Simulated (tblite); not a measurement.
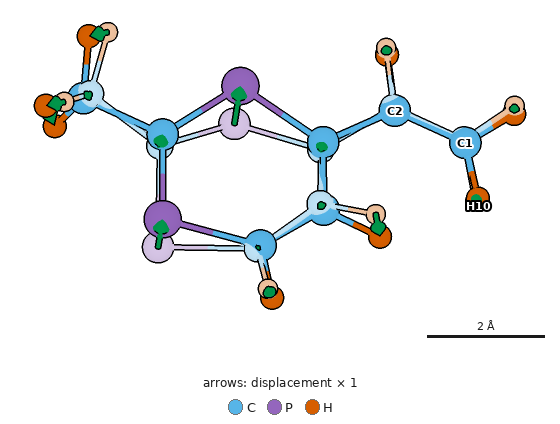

This is a relaxation of C7H8P2. The starting structure is drawn faded, the final one solid; green arrows show the displacements, at their true length. The two geometries are superimposed by the best rigid fit.

The picture is a ball-and-stick view, seen from a free direction.

Theory: GFN2-xTB geometry optimisation, gas phase (tblite). 

Which element moves most?

Phosphorus: up to 1.03 Å, against 0.59 Å for hydrogen.

What happened in the run?

After 54 geometry steps the energy has fallen by 35.0 kcal/mol. A P atom moves most after the best rigid fit: 1.03 Å. By element the largest moves are P 1.03 Å, H 0.59 Å, C 0.34 Å. Near-neighbour distances that change, for instance: C–P 1.848 → 1.742 Å, C–P 1.824 → 1.735 Å, C–C 1.416 → 1.375 Å, C–C 1.486 → 1.457 Å. Bond angles that change, for instance: P–C–P 116.2° → 129.4°, C–P–C 97.7° → 105.1°, C–P–C 97.1° → 103.3°. Groups turn about C–C by about 30°. Cost: 0.48 s on 1 thread of Arm Neoverse V1 (shared host).
